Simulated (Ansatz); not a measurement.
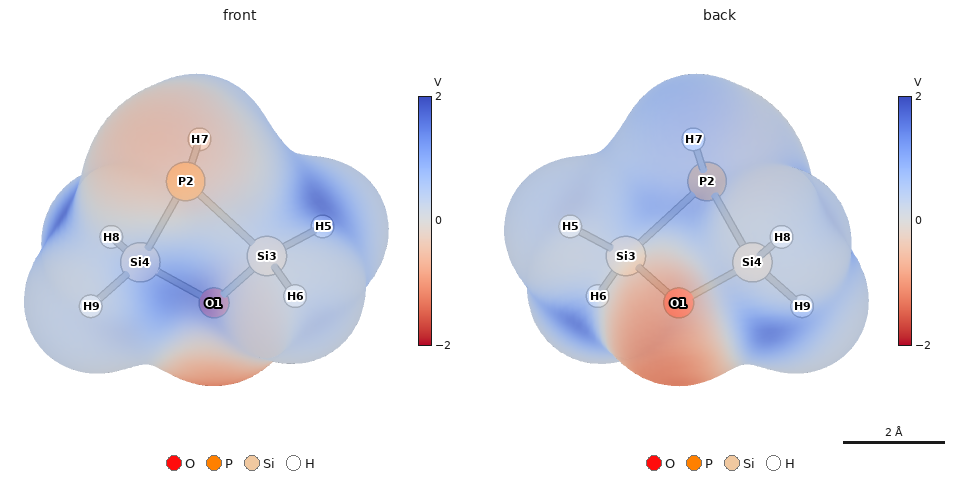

Figure 1: H5OPSi2. The electrostatic potential painted on the density surface at 0.002 e/bohr³, seen from the front and from behind; the colour scale runs from red (negative) to blue (positive).

Geometry: PBE0-D3(BJ)/def2-SVP.

Theory: isolated molecule in a Gaussian basis; Kohn-Sham density functional theory, functional PBE0 (Ansatz).

| atom | x (Å) | y (Å) | z (Å) |
| --- | --- | --- | --- |
| O | -1.4440 | 0.0191 | -0.4292 |
| P | 1.2971 | 0.7667 | 0.3548 |
| Si | -0.1929 | -0.9587 | 0.1573 |
| Si | -0.7110 | 1.5449 | -0.4186 |
| H | 0.1996 | -2.0192 | -0.8139 |
| H | -0.5646 | -1.5798 | 1.4594 |
| H | 1.7671 | 0.5566 | -0.9810 |
| H | -0.6653 | 2.1606 | -1.7753 |
| H | -1.4013 | 2.4637 | 0.5293 |

> Describe the electrostatic potential map.

The most negative region (about −1.2 V) lies over O1, the most positive (about +1.6 V) over Si3 and Si4. O1 is the likeliest acceptor of a hydrogen bond.
